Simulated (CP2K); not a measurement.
**GFN2-xTB run of SnSiH6 (SMILES [SiH3][SnH3])**

Aim: the vertical ionisation energy of SnSiH6 at GFN2-xTB, from 2 runs. 

The calculation is run with CP2K 2026.2.

5 further runs of the same task are left out: 2 that didn't finish, 3 set aside as unsound or not needed. Runs told in other sessions of the task aren't counted.

## Step 1: The molecule

SnSiH6: 8 atoms, total charge 0, spin state singlet. As SMILES, `[SiH3][SnH3]`. Geometry: relaxed at PBE0-D4/def2-TZVP.

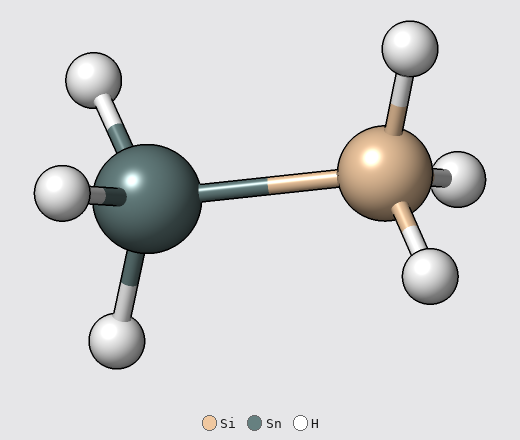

Viewed from a chosen angle; silicon light orange, tin teal, hydrogen white.

## Step 2: The energy at GFN2-xTB

File calc.inp:

```
&global
    project calc
    run_type ENERGY
    print_level MEDIUM
&end global
&force_eval
    method QS
    &dft
        &qs
            method XTB
            eps_default 1.0E-10
            &xtb
                gfn_type TBLITE
                &tblite
                    method GFN2
                &end tblite
                check_atomic_charges F
            &end xtb
        &end qs
        &poisson
            periodic NONE
            poisson_solver ANALYTIC
        &end poisson
        &scf
            scf_guess ATOMIC
            eps_scf 1.0E-06
            max_scf 150
            added_mos 2
            &diagonalization
                algorithm STANDARD
            &end diagonalization
            &mixing
                method DIRECT_P_MIXING
                alpha 0.4
            &end mixing
            &smear ON
                method FERMI_DIRAC
                electronic_temperature [K] 300
            &end smear
        &end scf
        &print
            &moments
                periodic F
                reference COM
                max_moment 1
            &end moments
            &mo ON
                energies T
                occupation_numbers T
                ndigits 6
                &each
                    qs_scf 0
                &end each
                add_last NUMERIC
            &end mo
            &hirshfeld OFF
            &end hirshfeld
        &end print
    &end dft
    &subsys
        &cell
            abc 12.3 10.7 12
            periodic NONE
        &end cell
        &coord
            Si    -0.621900     0.121300    -1.152100
            Sn     0.611700    -0.129400     1.077500
            H     -2.070400     0.355200    -0.912500
            H     -0.465000    -1.112000    -1.967300
            H     -0.071600     1.272400    -1.915300
            H      0.450400     1.285900     2.019300
            H      2.276200    -0.410700     0.820500
            H     -0.017200    -1.439600     1.974000
        &end coord
        &topology
            &center_coordinates
            &end center_coordinates
        &end topology
    &end subsys
&end force_eval
```

Command:

```sh
$ OMP_NUM_THREADS=1 cp2k.psmp -i calc.inp > calc.out 2>&1
```

Standard output:

```text
CP2K| version string:                                       CP2K version 2026.2
[...]
 GLOBAL| Method name                                                        CP2K
[...]
 GLOBAL| Run type                                                         ENERGY
[...]
                             - Atoms:                                          8
[...]
                             - Spherical basis functions:                     24
[...]
 Number of electrons:                                                         14
[...]
  *** SCF run converged in    16 steps ***
[...]
  Fermi energy:                                                -0.25324845486209
[...]
 TB_DIPOLE| Moment [Debye]         -0.58879241       0.11814307      -1.06551391
 TB_DIPOLE| Derivative [a.u.]       0.00000000       0.00000000       0.00000000
[...]
 ENERGY| Total FORCE_EVAL ( QS ) energy [hartree]             -6.865850242524925
[...]
```

Run time: 0.22 s. Hardware: 1 thread of Arm Neoverse V2, shared host.

## Step 3: The doublet cation at the same level

File calc.inp:

```
&GLOBAL
   PROJECT_NAME calc
   RUN_TYPE ENERGY
   PRINT_LEVEL MEDIUM
&END
&FORCE_EVAL
   METHOD Quickstep
   &DFT
      CHARGE 1
      MULTIPLICITY 2
      UKS T
      &QS
         METHOD XTB
         EPS_DEFAULT 1.0E-10
         &XTB
            GFN_TYPE TBLITE
            &TBLITE
               METHOD GFN2
            &END
            CHECK_ATOMIC_CHARGES F
         &END
      &END
      &POISSON
         PERIODIC NONE
         POISSON_SOLVER ANALYTIC
      &END
      &SCF
         SCF_GUESS ATOMIC
         EPS_SCF 1.0E-06
         MAX_SCF 150
         ADDED_MOS 2
         &DIAGONALIZATION
            ALGORITHM STANDARD
         &END
         &MIXING
            METHOD DIRECT_P_MIXING
            ALPHA 0.4
         &END
         &SMEAR ON
            METHOD FERMI_DIRAC
            ELECTRONIC_TEMPERATURE [K] 300
            FIXED_MAGNETIC_MOMENT 1.0
         &END
      &END
      &PRINT
         &MOMENTS
            PERIODIC F
            REFERENCE COM
            MAX_MOMENT 1
         &END
         &MO ON
            ENERGIES T
            OCCUPATION_NUMBERS T
            NDIGITS 6
            &EACH
               QS_SCF 0
            &END
            ADD_LAST NUMERIC
         &END
         &HIRSHFELD OFF
         &END
      &END
   &END
   &SUBSYS
      &CELL
         ABC 12.3 10.7 12
         PERIODIC NONE
      &END
      &COORD
         Si    -0.621900     0.121300    -1.152100
         Sn     0.611700    -0.129400     1.077500
         H     -2.070400     0.355200    -0.912500
         H     -0.465000    -1.112000    -1.967300
         H     -0.071600     1.272400    -1.915300
         H      0.450400     1.285900     2.019300
         H      2.276200    -0.410700     0.820500
         H     -0.017200    -1.439600     1.974000
      &END
      &TOPOLOGY
         &CENTER_COORDINATES
         &END
      &END
   &END
&END
```

Command:

```sh
$ OMP_NUM_THREADS=1 cp2k.psmp -i calc.inp -o calc.out
```

Standard output:

```text
CP2K| version string:                                       CP2K version 2026.2
[...]
 GLOBAL| Method name                                                        CP2K
[...]
 GLOBAL| Run type                                                         ENERGY
[...]
                             - Atoms:                                          8
[...]
                             - Spherical basis functions:                     24
[...]
 Number of electrons:                                                          7
[...]
  *** SCF run converged in    20 steps ***
[...]
  Fermi energy:                                                -0.53585422993209
[...]
 TB_DIPOLE| Moment [Debye]         -2.37182333       0.48233804      -4.28667307
 TB_DIPOLE| Derivative [a.u.]       0.00000000       0.00000000       0.00000000
[...]
 ENERGY| Total FORCE_EVAL ( QS ) energy [hartree]             -6.379238830930894
[...]
```

It took 0.24 s on 1 thread of Arm Neoverse V2, shared host.

## Step 4: What came out

At GFN2-xTB:

```
                                                 quantity          value
                             singlet SnSiH6: total energy    -6.86585 Eh
singlet SnSiH6: dipole moment (from atomic charges alone)         1.22 D
                              singlet SnSiH6: HOMO energy      -10.56 eV
                              singlet SnSiH6: LUMO energy       -5.98 eV
                            singlet SnSiH6: HOMO–LUMO gap        4.58 eV
                        singlet SnSiH6: dispersion energy  -10.82 kJ/mol
                             doublet cation: total energy    -6.37924 Eh
       doublet cation: HOMO energy (highest over α and β)      -16.18 eV
        doublet cation: LUMO energy (lowest over α and β)      -15.94 eV
                        doublet cation: dispersion energy   -7.58 kJ/mol
       vertical ionisation energy (to the doublet cation)      13.241 eV
```

The vertical ionisation energy comes to 13.24 eV (305 kcal/mol). xTB total energies overstate such differences by several eV unless an empirical shift is taken off; none is applied here. The dipole (singlet SnSiH6) comes from point charges on the atoms alone, without atomic dipoles, so it is partial.
